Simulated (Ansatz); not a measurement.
Input file:

```
crystal:
  periodic: [false, false, false]
  atoms:
    - {symbol: C, position_ang: [-0.670182, 2.040606, -0.603577]}
    - {symbol: Y, position_ang: [0.521036, 0.026986, -0.535388]}
    - {symbol: C, position_ang: [1.622139, -0.237807, 1.512743]}
    - {symbol: C, position_ang: [-0.869508, -1.798717, -0.994364]}
    - {symbol: H, position_ang: [-0.314574, 2.747560, -1.367953]}
    - {symbol: H, position_ang: [-0.614319, 2.572947, 0.355781]}
    - {symbol: H, position_ang: [-1.735435, 1.872803, -0.812439]}
    - {symbol: H, position_ang: [2.718248, -0.285824, 1.431858]}
    - {symbol: H, position_ang: [1.311140, -1.161087, 2.020139]}
    - {symbol: H, position_ang: [1.401371, 0.591518, 2.198451]}
    - {symbol: H, position_ang: [-0.601603, -2.350226, -1.907895]}
    - {symbol: H, position_ang: [-1.915095, -1.486370, -1.120454]}
    - {symbol: H, position_ang: [-0.853208, -2.532389, -0.176914]}
basis:
  gaussian: {orbitals: def2-TZVPP}
hamiltonian: {xc: pbe0, dispersion: d4}
output: {orbitals: {seedname: orbitals}}
```

Command:

```sh
ansatz run in.yaml --threads 4 --pin off --events-out ev --progress --plain --max-ram 10444MiB
```

Geometry: PBE0-D4/def2-TZVP; core potentials replace the inner electrons of Y.

The calculation used RKS PBE0-D4/def2-TZVPP in Ansatz 0.2.0.

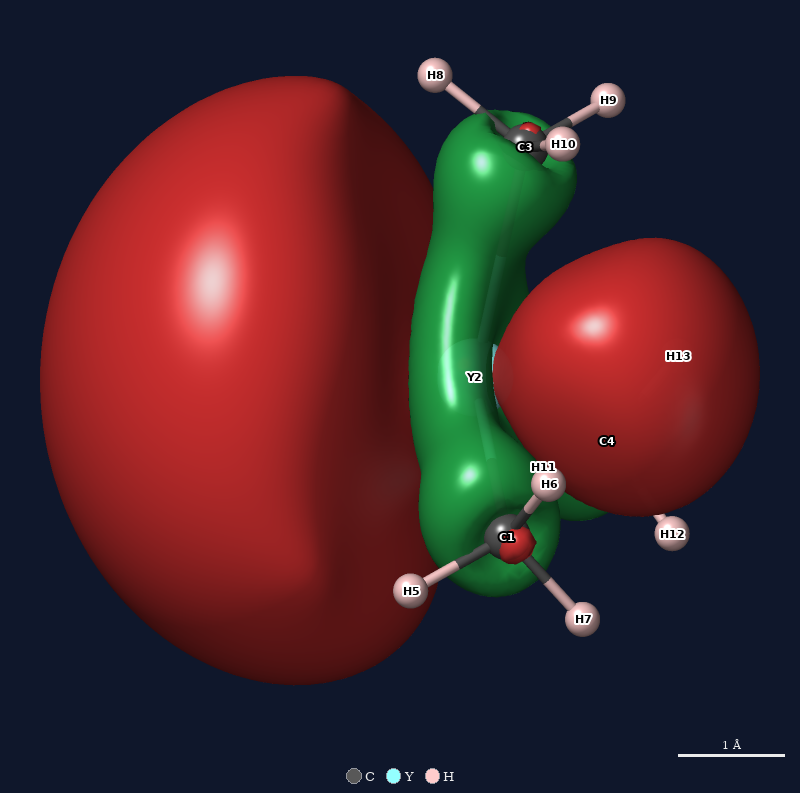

C$_{3}$H$_{9}$Y. The LUMO at ±0.04 Å⁻³ᐟ² (green and red are the two phases), seen at an oblique angle.

Describe this orbital and give its energy.

Its weight (Hirshfeld) is mainly on Y2 (about 90 %). Its energy is −1.75 eV.
